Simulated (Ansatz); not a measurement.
# AlAsH2 (singlet): PBE, r2SCAN, PBE0, B3LYP, CAM-B3LYP, wB97M-V, B2PLYP, RPA-PBE over vertical spin and charge gaps, cc-pVTZ

How well do these functionals follow the top wave-function level for AlAsH2 (singlet) over vertical spin and charge gaps?

The runs use Ansatz 0.2.0, Gaussian basis; cc-pVTZ, all electrons in the functionals, frozen cores in the correlation of double hybrids and RPA.

The runs, in order: PBE, r2SCAN, PBE0, B3LYP, CAM-B3LYP, wB97M-V, B2PLYP, RPA-PBE, at charge 0, singlet; charge 0, triplet; charge 1, doublet (not every functional at every point).

8 further runs of the same task are left out: 6 for a known fault of the program, 2 set aside as unsound or not needed.

### 1 What is computed

The geometry is a PBE0/def2-TZVP stationary point (not a proven minimum). No spin-orbit coupling is included. The filled d shell of As may be among the frozen orbitals whatever the setting's name suggests; the logs give the count.

4 atoms, charge 0, spin multiplicity 1.

Atoms are counted from 1 here; the program's logs count them from 0.

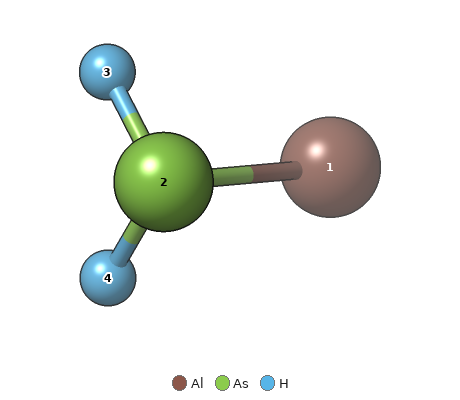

The geometry (aluminium brown, arsenic green, hydrogen blue); atoms are numbered from 1 in the order of the file.

No dispersion term is added; wB97M-V holds VV10 nonlocal correlation. B3LYP takes the VWN-RPA correlation.

The geometry shown and the zero of energy belong to the point charge 0, singlet. The yardstick, UCCSD(T), and other wave-function levels (R restricted, U unrestricted, valence and pair active spaces) come from earlier runs.

### 2 PBE, charge 0, singlet

in.yaml

```yaml
crystal:
  periodic: [false, false, false]
  atoms:
    - {symbol: Al, position_ang: [-0.010266, 0.000001, 1.863024]}
    - {symbol: As, position_ang: [0.031352, 0.000000, -0.659252]}
    - {symbol: H, position_ang: [-1.027816, -1.087510, -0.434086]}
    - {symbol: H, position_ang: [-1.027822, 1.087503, -0.434087]}
basis:
  gaussian: {orbitals: cc-pVTZ}
magnetization: {spin_polarized: true, initial_magnetization: 0}
hamiltonian: {xc: {name: PBE}}
output: {orbitals: {seedname: orbitals}}
```

Command:

```console
$ ansatz run in.yaml --threads 1 --pin off --events-out ev --progress --plain --max-ram 4096MiB --backend cpu
```

The program printed:

```text
Functional definition: PBE
  name "PBE"
  cite "Perdew, Burke & Ernzerhof, Phys. Rev. Lett. 77, 3865 (1996) doi:10.1103/PhysRevLett.77.3865"
  parent pbe
  parameter kappa = 0.804
  parameter beta = 0.06672455060314922
  exchange = pbe_x(kappa = kappa, mu = beta*pi^2/3)
  correlation = pbe_c(beta = beta)
764 factors; their error is unknown
mean field evaluation 1: about -67457.2781 eV, gradient 1.3e1 eV
mean field evaluation 2: about -67455.8824 eV, gradient 1.7e1 eV
mean field evaluation 4: about -67458.5858 eV, gradient 9.5e-1 eV
mean field evaluation 8: about -67458.5916 eV, gradient 1.8e-2 eV
mean field evaluation 16: about -67458.5780 eV, gradient 5.2e-6 eV
mean field -67458.57797652 eV, -2479.0570155708 hartree, gradient 5.1e-6 eV, S^2 0.000000; 2 other end points of the search recorded, 0 dependent functions left out
reference -67458.57800779 eV, -2479.0570167199 hartree; 24, 24 occupied and 81, 81 virtual orbitals, 764 factors
Total energy: -67458.57800779 eV, -2479.0570167199 hartree
```

Run time: 2.4 s. Hardware: 1 thread of AMD EPYC 7R13, shared host; peak memory 0.3 GiB.

From the report: ⟨S²⟩ of the determinant 0.000 (pure singlet: 0.00).

### 3 PBE, charge 0, triplet

in.yaml, as its differences from that of step 2:

```diff
@@ -9,3 +9,3 @@
   gaussian: {orbitals: cc-pVTZ}
-magnetization: {spin_polarized: true, initial_magnetization: 0}
+magnetization: {spin_polarized: true, initial_magnetization: 2}
 hamiltonian: {xc: {name: PBE}}
```

Command:

```console
$ ansatz run in.yaml --threads 2 --pin off --events-out ev --progress --plain --max-ram 24576MiB --backend cuda --devices 0, --max-vram 18GiB
```

The program printed:

```text
Functional definition: PBE
  name "PBE"
  cite "Perdew, Burke & Ernzerhof, Phys. Rev. Lett. 77, 3865 (1996) doi:10.1103/PhysRevLett.77.3865"
  parent pbe
  parameter kappa = 0.804
  parameter beta = 0.06672455060314922
  exchange = pbe_x(kappa = kappa, mu = beta*pi^2/3)
  correlation = pbe_c(beta = beta)
764 factors; their error is unknown
mean field evaluation 1: about -67455.4886 eV, gradient 1.3e1 eV
mean field evaluation 2: about -67454.0262 eV, gradient 1.6e1 eV
mean field evaluation 4: about -67456.8905 eV, gradient 1.3e0 eV
mean field evaluation 8: about -67456.9039 eV, gradient 4.9e-2 eV
mean field evaluation 16: about -67456.8901 eV, gradient 1.7e-5 eV
mean field evaluation 32: about -67456.7918 eV, gradient 1.9e-1 eV
mean field -67456.89005815 eV, -2478.9949857147 hartree, gradient 5.8e-6 eV, S^2 2.003993; 4 other end points of the search recorded, 0 dependent functions left out
reference -67456.89009377 eV, -2478.9949870236 hartree; 25, 23 occupied and 80, 82 virtual orbitals, 764 factors
Total energy: -67456.89009377 eV, -2478.9949870236 hartree
```

Run time: 4.8 s. Hardware: 1 × H100 (card shared with other runs) with 2 threads of AMD EPYC 7R13, shared host; peak host memory 0.77 GiB.

From the report: ⟨S²⟩ of the determinant 2.004 (pure triplet: 2.00).

From charge 0, singlet: +162.9 kJ/mol.

### 4 PBE, charge 1, doublet

in.yaml, as its differences from that of step 3:

```diff
@@ -9,3 +9,4 @@
   gaussian: {orbitals: cc-pVTZ}
-magnetization: {spin_polarized: true, initial_magnetization: 2}
+total_charge: 1
+magnetization: {spin_polarized: true, initial_magnetization: 1}
 hamiltonian: {xc: {name: PBE}}
```

Same command.

The program printed:

```text
Functional definition: PBE
  name "PBE"
  cite "Perdew, Burke & Ernzerhof, Phys. Rev. Lett. 77, 3865 (1996) doi:10.1103/PhysRevLett.77.3865"
  parent pbe
  parameter kappa = 0.804
  parameter beta = 0.06672455060314922
  exchange = pbe_x(kappa = kappa, mu = beta*pi^2/3)
  correlation = pbe_c(beta = beta)
764 factors; their error is unknown
mean field evaluation 1: about -67445.5541 eV, gradient 2.3e1 eV
mean field evaluation 2: about -67392.0928 eV, gradient 7.9e1 eV
mean field evaluation 4: about -67450.8800 eV, gradient 5.0e0 eV
mean field evaluation 8: about -67451.1242 eV, gradient 1.4e-1 eV
mean field evaluation 16: about -67451.1105 eV, gradient 1.2e-4 eV
mean field -67451.11054501 eV, -2478.7825925244 hartree, gradient 4.0e-5 eV, S^2 0.756306; 0 other end points of the search recorded, 0 dependent functions left out
reference -67451.11058235 eV, -2478.7825938964 hartree; 24, 23 occupied and 81, 82 virtual orbitals, 764 factors
Total energy: -67451.11058235 eV, -2478.7825938964 hartree
```

Run time: 5.5 s. Hardware: 1 × H100 (card shared with other runs) with 2 threads of AMD EPYC 7R13, shared host; peak host memory 0.76 GiB.

From the report: ⟨S²⟩ of the determinant 0.756 (pure doublet: 0.75).

From charge 0, singlet: +720.5 kJ/mol.

### 5 r2SCAN, charge 0, singlet

in.yaml, as its differences from that of step 4:

```diff
@@ -9,5 +9,4 @@
   gaussian: {orbitals: cc-pVTZ}
-total_charge: 1
-magnetization: {spin_polarized: true, initial_magnetization: 1}
-hamiltonian: {xc: {name: PBE}}
-output: {orbitals: {seedname: orbitals}}
+magnetization: {spin_polarized: true, initial_magnetization: 0}
+hamiltonian: {xc: {name: r2SCAN}}
+output: {forces: true}
```

Command:

```console
$ ansatz run in.yaml --threads 1 --pin off --events-out ev --progress --plain --max-ram 4096MiB --backend cpu
```

The program printed, shortened:

```text
Functional definition: r2SCAN
  name "r2SCAN"
  cite "Furness, Kaplan, Ning, Perdew & Sun, J. Phys. Chem. Lett. 11, 8208 (2020) doi:10.1021/acs.jpclett.0c02405"
  cite "Furness, Kaplan, Ning, Perdew & Sun, J. Phys. Chem. Lett. 11, 9248 (2020) doi:10.1021/acs.jpclett.0c03077"
  parent r2scan
[...]
764 factors; their error is unknown
[...]
mean field -67470.36549449 eV, -2479.4901988663 hartree, gradient 1.3e-5 eV, S^2 0.000000; 2 other end points of the search recorded, 0 dependent functions left out
[...]
reference -67470.36550746 eV, -2479.4901993427 hartree; 24, 24 occupied and 81, 81 virtual orbitals, 764 factors
Total energy: -67470.36550746 eV, -2479.4901993427 hartree
Atom 0 at    -0.010266     0.000001     1.863024 Å, force    -0.001636     0.000000     0.027265 eV/Å
Atom 1 at     0.031352     0.000000    -0.659252 Å, force    -0.060306    -0.000000    -0.016922 eV/Å
Atom 2 at    -1.027816    -1.087510    -0.434086 Å, force     0.030971     0.039486    -0.005172 eV/Å
Atom 3 at    -1.027822     1.087503    -0.434087 Å, force     0.030971    -0.039486    -0.005172 eV/Å
Dipole moment:     0.001551     0.000000     0.212957 e Å
```

Wall time 7 s (1 thread of AMD EPYC 7R13, shared host); peak memory 0.3 GiB.

From the report: ⟨S²⟩ of the determinant 0.000 (pure singlet: 0.00).

### 6 r2SCAN, charge 0, triplet

in.yaml, as its differences from that of step 5:

```diff
@@ -9,4 +9,3 @@
   gaussian: {orbitals: cc-pVTZ}
-magnetization: {spin_polarized: true, initial_magnetization: 0}
+magnetization: {spin_polarized: true, initial_magnetization: 2}
 hamiltonian: {xc: {name: r2SCAN}}
-output: {forces: true}
```

Command:

```console
$ ansatz run in.yaml --threads 2 --pin off --events-out ev --progress --plain --max-ram 24576MiB --backend cuda --devices 0, --max-vram 18GiB
```

The program printed, shortened:

```text
Functional definition: r2SCAN
  name "r2SCAN"
  cite "Furness, Kaplan, Ning, Perdew & Sun, J. Phys. Chem. Lett. 11, 8208 (2020) doi:10.1021/acs.jpclett.0c02405"
  cite "Furness, Kaplan, Ning, Perdew & Sun, J. Phys. Chem. Lett. 11, 9248 (2020) doi:10.1021/acs.jpclett.0c03077"
  parent r2scan
[...]
764 factors; their error is unknown
[...]
mean field -67468.82181395 eV, -2479.4334696527 hartree, gradient 8.2e-6 eV, S^2 2.009413; 4 other end points of the search recorded, 0 dependent functions left out
reference -67468.82182819 eV, -2479.4334701761 hartree; 25, 23 occupied and 80, 82 virtual orbitals, 764 factors
Total energy: -67468.82182819 eV, -2479.4334701761 hartree
```

It took 6.5 s on 1 × H100 (card shared with other runs) with 2 threads of AMD EPYC 7R13, shared host; peak host memory 0.8 GiB.

From the report: ⟨S²⟩ of the determinant 2.009 (pure triplet: 2.00).

From charge 0, singlet: +148.9 kJ/mol.

### 7 r2SCAN, charge 1, doublet

in.yaml, as its differences from that of step 6:

```diff
@@ -9,3 +9,5 @@
   gaussian: {orbitals: cc-pVTZ}
-magnetization: {spin_polarized: true, initial_magnetization: 2}
+total_charge: 1
+magnetization: {spin_polarized: true, initial_magnetization: 1}
 hamiltonian: {xc: {name: r2SCAN}}
+output: {forces: true}
```

Launched as before.

The program printed, shortened:

```text
Functional definition: r2SCAN
  name "r2SCAN"
  cite "Furness, Kaplan, Ning, Perdew & Sun, J. Phys. Chem. Lett. 11, 8208 (2020) doi:10.1021/acs.jpclett.0c02405"
  cite "Furness, Kaplan, Ning, Perdew & Sun, J. Phys. Chem. Lett. 11, 9248 (2020) doi:10.1021/acs.jpclett.0c03077"
  parent r2scan
[...]
764 factors; their error is unknown
[...]
mean field -67462.91688861 eV, -2479.2164676491 hartree, gradient 3.8e-5 eV, S^2 0.767586; 0 other end points of the search recorded, 0 dependent functions left out
[...]
reference -67462.91690350 eV, -2479.2164681962 hartree; 24, 23 occupied and 81, 82 virtual orbitals, 764 factors
Total energy: -67462.91690350 eV, -2479.2164681962 hartree
Atom 0 at    -0.010266     0.000001     1.863024 Å, force     0.026852    -0.000000    -0.150633 eV/Å
Atom 1 at     0.031352     0.000000    -0.659252 Å, force    -0.047058    -0.000000     0.212960 eV/Å
Atom 2 at    -1.027816    -1.087510    -0.434086 Å, force     0.010103     0.024200    -0.031163 eV/Å
Atom 3 at    -1.027822     1.087503    -0.434087 Å, force     0.010103    -0.024200    -0.031163 eV/Å
Dipole moment:    -0.075706     0.000000     1.099753 e Å
```

Run time: 5.5 s. Hardware: 1 × H100 (card shared with other runs) with 2 threads of AMD EPYC 7R13, shared host; peak host memory 0.79 GiB.

From the report: ⟨S²⟩ of the determinant 0.768 (pure doublet: 0.75).

From charge 0, singlet: +718.7 kJ/mol.

### 8 PBE0, charge 0, singlet

in.yaml, as its differences from that of step 7:

```diff
@@ -9,5 +9,4 @@
   gaussian: {orbitals: cc-pVTZ}
-total_charge: 1
-magnetization: {spin_polarized: true, initial_magnetization: 1}
-hamiltonian: {xc: {name: r2SCAN}}
-output: {forces: true}
+magnetization: {spin_polarized: true, initial_magnetization: 0}
+hamiltonian: {xc: {name: PBE0}}
+output: {forces: true, orbitals: {seedname: orbitals}}
```

Command:

```console
$ ansatz run in.yaml --threads 1 --pin off --events-out ev --progress --plain --max-ram 4096MiB --backend cpu
```

The program printed, shortened:

```text
Functional definition: PBE0
  name "PBE0"
  cite "Adamo & Barone, J. Chem. Phys. 110, 6158 (1999) doi:10.1063/1.478522"
  cite "Perdew, Burke & Ernzerhof, Phys. Rev. Lett. 77, 3865 (1996) doi:10.1103/PhysRevLett.77.3865"
  parent pbe
[...]
829 factors; their error is unknown
[...]
mean field -67460.97719519 eV, -2479.1451852306 hartree, gradient 2.6e-5 eV, S^2 0.000000; 2 other end points of the search recorded, 0 dependent functions left out
[...]
reference -67460.97721874 eV, -2479.1451860959 hartree; 24, 24 occupied and 81, 81 virtual orbitals, 829 factors
Total energy: -67460.97721874 eV, -2479.1451860959 hartree
Atom 0 at    -0.010266     0.000001     1.863024 Å, force     0.001399     0.000000     0.031025 eV/Å
Atom 1 at     0.031352     0.000000    -0.659252 Å, force    -0.014262    -0.000000    -0.023747 eV/Å
Atom 2 at    -1.027816    -1.087510    -0.434086 Å, force     0.006432     0.004874    -0.003639 eV/Å
Atom 3 at    -1.027822     1.087503    -0.434087 Å, force     0.006432    -0.004874    -0.003639 eV/Å
Dipole moment:     0.006928     0.000000     0.231835 e Å
```

It took 4.1 s on 1 thread of AMD EPYC 7R13, shared host; peak memory 0.3 GiB.

From the report: ⟨S²⟩ of the determinant 0.000 (pure singlet: 0.00).

### 9 PBE0, charge 0, triplet

in.yaml, as its differences from that of step 8:

```diff
@@ -9,4 +9,4 @@
   gaussian: {orbitals: cc-pVTZ}
-magnetization: {spin_polarized: true, initial_magnetization: 0}
+magnetization: {spin_polarized: true, initial_magnetization: 2}
 hamiltonian: {xc: {name: PBE0}}
-output: {forces: true, orbitals: {seedname: orbitals}}
+output: {orbitals: {seedname: orbitals}}
```

Command:

```console
$ ansatz run in.yaml --threads 2 --pin off --events-out ev --progress --plain --max-ram 24576MiB --backend cuda --devices 0, --max-vram 18GiB
```

The program printed:

```text
Functional definition: PBE0
  name "PBE0"
  cite "Adamo & Barone, J. Chem. Phys. 110, 6158 (1999) doi:10.1063/1.478522"
  cite "Perdew, Burke & Ernzerhof, Phys. Rev. Lett. 77, 3865 (1996) doi:10.1103/PhysRevLett.77.3865"
  parent pbe
  parameter a = 0.25
  parameter kappa = 0.804
  parameter beta = 0.06672455060314922
  exchange = (1 - a)*pbe_x(kappa = kappa, mu = beta*pi^2/3) + a*exact_x
  correlation = pbe_c(beta = beta)
829 factors; their error is unknown
mean field evaluation 1: about -67458.0744 eV, gradient 8.8e0 eV
mean field evaluation 2: about -67458.3308 eV, gradient 7.0e0 eV
mean field evaluation 4: about -67458.8575 eV, gradient 5.7e-1 eV
mean field evaluation 8: about -67459.3060 eV, gradient 3.7e-2 eV
mean field evaluation 16: about -67459.3060 eV, gradient 2.7e-5 eV
mean field -67459.30598404 eV, -2479.0837693537 hartree, gradient 4.8e-6 eV, S^2 2.008025; 1 other end points of the search recorded, 0 dependent functions left out
reference -67459.30601092 eV, -2479.0837703413 hartree; 25, 23 occupied and 80, 82 virtual orbitals, 829 factors
Total energy: -67459.30601092 eV, -2479.0837703413 hartree
```

Wall time 5.5 s (1 × H100 (card shared with other runs) with 2 threads of AMD EPYC 7R13, shared host); peak host memory 0.79 GiB.

From the report: ⟨S²⟩ of the determinant 2.008 (pure triplet: 2.00).

From charge 0, singlet: +161.2 kJ/mol.

### 10 PBE0, charge 1, doublet

in.yaml, as its differences from that of step 9:

```diff
@@ -9,4 +9,5 @@
   gaussian: {orbitals: cc-pVTZ}
-magnetization: {spin_polarized: true, initial_magnetization: 2}
+total_charge: 1
+magnetization: {spin_polarized: true, initial_magnetization: 1}
 hamiltonian: {xc: {name: PBE0}}
-output: {orbitals: {seedname: orbitals}}
+output: {forces: true, orbitals: {seedname: orbitals}}
```

The command is unchanged.

The program printed, shortened:

```text
Functional definition: PBE0
  name "PBE0"
  cite "Adamo & Barone, J. Chem. Phys. 110, 6158 (1999) doi:10.1063/1.478522"
  cite "Perdew, Burke & Ernzerhof, Phys. Rev. Lett. 77, 3865 (1996) doi:10.1103/PhysRevLett.77.3865"
  parent pbe
[...]
829 factors; their error is unknown
[...]
mean field -67453.48298899 eV, -2478.8697782326 hartree, gradient 5.5e-5 eV, S^2 0.763783; 0 other end points of the search recorded, 0 dependent functions left out
[...]
reference -67453.48301722 eV, -2478.8697792698 hartree; 24, 23 occupied and 81, 82 virtual orbitals, 829 factors
Total energy: -67453.48301722 eV, -2478.8697792698 hartree
Atom 0 at    -0.010266     0.000001     1.863024 Å, force     0.021439     0.000000    -0.027780 eV/Å
Atom 1 at     0.031352     0.000000    -0.659252 Å, force    -0.012518     0.000000     0.075853 eV/Å
Atom 2 at    -1.027816    -1.087510    -0.434086 Å, force    -0.004460    -0.005969    -0.024037 eV/Å
Atom 3 at    -1.027822     1.087503    -0.434087 Å, force    -0.004461     0.005969    -0.024037 eV/Å
Dipole moment:    -0.072706     0.000000     1.078073 e Å
```

Run time: 6 s. Hardware: 1 × H100 (card shared with other runs) with 2 threads of AMD EPYC 7R13, shared host; peak host memory 0.79 GiB.

From the report: ⟨S²⟩ of the determinant 0.764 (pure doublet: 0.75).

From charge 0, singlet: +723.1 kJ/mol.

### 11 B3LYP, charge 0, singlet

in.yaml, as its differences from that of step 10:

```diff
@@ -9,5 +9,3 @@
   gaussian: {orbitals: cc-pVTZ}
-total_charge: 1
-magnetization: {spin_polarized: true, initial_magnetization: 1}
-hamiltonian: {xc: {name: PBE0}}
-output: {forces: true, orbitals: {seedname: orbitals}}
+magnetization: {spin_polarized: true, initial_magnetization: 0}
+hamiltonian: {xc: {name: B3LYP}}
```

Command:

```console
$ ansatz run in.yaml --threads 1 --pin off --events-out ev --progress --plain --max-ram 4096MiB --backend cpu
```

The program printed, shortened:

```text
Functional definition: B3LYP
  name "B3LYP"
  cite "Stephens, Devlin, Chabalowski & Frisch, J. Phys. Chem. 98, 11623 (1994) doi:10.1021/j100096a001"
  cite "Becke, Phys. Rev. A 38, 3098 (1988) doi:10.1103/PhysRevA.38.3098"
  cite "Lee, Yang & Parr, Phys. Rev. B 37, 785 (1988) doi:10.1103/PhysRevB.37.785"
  cite "Vosko, Wilk & Nusair, Can. J. Phys. 58, 1200 (1980) doi:10.1139/p80-159"
[...]
813 factors; their error is unknown
[...]
mean field -67473.36732667 eV, -2479.6005141641 hartree, gradient 2.4e-5 eV, S^2 0.000000; 2 other end points of the search recorded, 0 dependent functions left out
reference -67473.36752855 eV, -2479.6005215831 hartree; 24, 24 occupied and 81, 81 virtual orbitals, 813 factors
Total energy: -67473.36752855 eV, -2479.6005215831 hartree
```

Wall time 3.3 s (1 thread of AMD EPYC 7R13, shared host); peak memory 0.3 GiB.

From the report: ⟨S²⟩ of the determinant 0.000 (pure singlet: 0.00).

### 12 B3LYP, charge 0, triplet

in.yaml, as its differences from that of step 11:

```diff
@@ -9,3 +9,3 @@
   gaussian: {orbitals: cc-pVTZ}
-magnetization: {spin_polarized: true, initial_magnetization: 0}
+magnetization: {spin_polarized: true, initial_magnetization: 2}
 hamiltonian: {xc: {name: B3LYP}}
```

Command:

```console
$ ansatz run in.yaml --threads 2 --pin off --events-out ev --progress --plain --max-ram 24576MiB --backend cuda --devices 0, --max-vram 18GiB
```

The program printed, shortened:

```text
Functional definition: B3LYP
  name "B3LYP"
  cite "Stephens, Devlin, Chabalowski & Frisch, J. Phys. Chem. 98, 11623 (1994) doi:10.1021/j100096a001"
  cite "Becke, Phys. Rev. A 38, 3098 (1988) doi:10.1103/PhysRevA.38.3098"
  cite "Lee, Yang & Parr, Phys. Rev. B 37, 785 (1988) doi:10.1103/PhysRevB.37.785"
  cite "Vosko, Wilk & Nusair, Can. J. Phys. 58, 1200 (1980) doi:10.1139/p80-159"
[...]
813 factors; their error is unknown
[...]
mean field -67471.51925185 eV, -2479.5325986673 hartree, gradient 1.9e-6 eV, S^2 2.005768; 4 other end points of the search recorded, 0 dependent functions left out
reference -67471.51945856 eV, -2479.5326062635 hartree; 25, 23 occupied and 80, 82 virtual orbitals, 813 factors
Total energy: -67471.51945856 eV, -2479.5326062635 hartree
```

Wall time 4 s (1 × H100 (card shared with other runs) with 2 threads of AMD EPYC 7R13, shared host); peak host memory 0.79 GiB.

From the report: ⟨S²⟩ of the determinant 2.006 (pure triplet: 2.00).

From charge 0, singlet: +178.3 kJ/mol.

### 13 B3LYP, charge 1, doublet

in.yaml, as its differences from that of step 12:

```diff
@@ -9,3 +9,4 @@
   gaussian: {orbitals: cc-pVTZ}
-magnetization: {spin_polarized: true, initial_magnetization: 2}
+total_charge: 1
+magnetization: {spin_polarized: true, initial_magnetization: 1}
 hamiltonian: {xc: {name: B3LYP}}
```

Same command.

The program printed, shortened:

```text
Functional definition: B3LYP
  name "B3LYP"
  cite "Stephens, Devlin, Chabalowski & Frisch, J. Phys. Chem. 98, 11623 (1994) doi:10.1021/j100096a001"
  cite "Becke, Phys. Rev. A 38, 3098 (1988) doi:10.1103/PhysRevA.38.3098"
  cite "Lee, Yang & Parr, Phys. Rev. B 37, 785 (1988) doi:10.1103/PhysRevB.37.785"
  cite "Vosko, Wilk & Nusair, Can. J. Phys. 58, 1200 (1980) doi:10.1139/p80-159"
[...]
813 factors; their error is unknown
[...]
mean field -67465.83202914 eV, -2479.3235970875 hartree, gradient 3.7e-5 eV, S^2 0.758884; 0 other end points of the search recorded, 0 dependent functions left out
reference -67465.83224174 eV, -2479.3236049003 hartree; 24, 23 occupied and 81, 82 virtual orbitals, 813 factors
Total energy: -67465.83224174 eV, -2479.3236049003 hartree
```

Run time: 4.1 s. Hardware: 1 × H100 (card shared with other runs) with 2 threads of AMD EPYC 7R13, shared host; peak host memory 0.78 GiB.

From the report: ⟨S²⟩ of the determinant 0.759 (pure doublet: 0.75).

From charge 0, singlet: +727.0 kJ/mol.

(Part 1 of 2 ends here.)
